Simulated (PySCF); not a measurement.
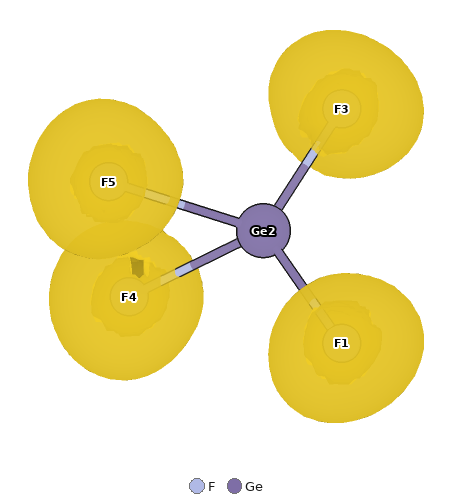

Figure 1: F4Ge (SMILES [F][Ge]([F])([F])[F+]) (charge +1, doublet). Isosurface of the electron localisation function at 0.75 (yellow), seen at a tilt. Only the valence region is drawn (cores and ρ < 0.01 e/Å³ removed).

Geometry: PBE0-D3(BJ)/def2-SVP.

These are results of DFT single point, gas phase, functional wB97X (PySCF), not measurements.

```xyz
5

F     1.2179   -1.3418   -0.0330
Ge    0.2753    0.0262   -0.0522
F     0.9125    1.5404   -0.3054
F    -1.3175   -0.2222   -0.8441
F    -1.0451    0.0069    1.1646
```

Q: Identify the bonds, lone pairs and shells in this picture.

A: The ELF exceeds this value in four regions wrapped around F (the valence shell of each). Along the contacts the grid gives the following. Ge–F (1.66 Å): the ELF peaks at about 0.80 in the valence shell of F, 0.5 Å from its nucleus, and is about 0.25 at the midpoint. Ge–F (1.80 Å): the ELF peaks at about 0.85 in the valence shell of F, 0.5 Å from its nucleus, and is about 0.25 at the midpoint.
